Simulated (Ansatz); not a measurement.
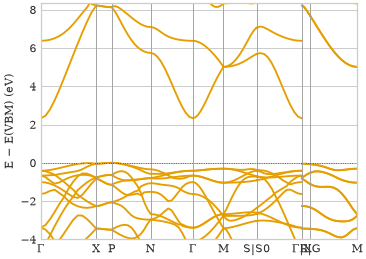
Figure: Band structure from DFT-r²SCAN in the program Ansatz with PAW potentials

The gap is 2.33 eV; an edge lies off the plotted path or next to a special point (maximum off the standard path, minimum at Γ).

Which compound is it?
A) RbMnCuS2, I-4m2 (Rb on 2a, Mn on 2d, Cu on 2c, S on 4e)
B) ZnCu2SnS4, I-42m (Zn on 2a, Cu on 4d, Sn on 2b, S on 8i)
C) Nb2O5, I4/mmm (Pearson symbol tI112)
D) SnO2, anatase

D, SnO2, anatase

Space group I4_1/amd (anatase). The first step of the workflow began from a Materials Project structure, measured or hypothetical; the Crystallography Open Database copy checked does not list it. It is not the phase usual at ambient conditions (space group No. 136). The r²SCAN relaxation kept the symmetry of its start; its stability against distortions is not shown here. Scalar-relativistic: spin–orbit coupling is off unless named, which matters more the heavier the elements.

Potentials: the later of the program's two PAW sets.
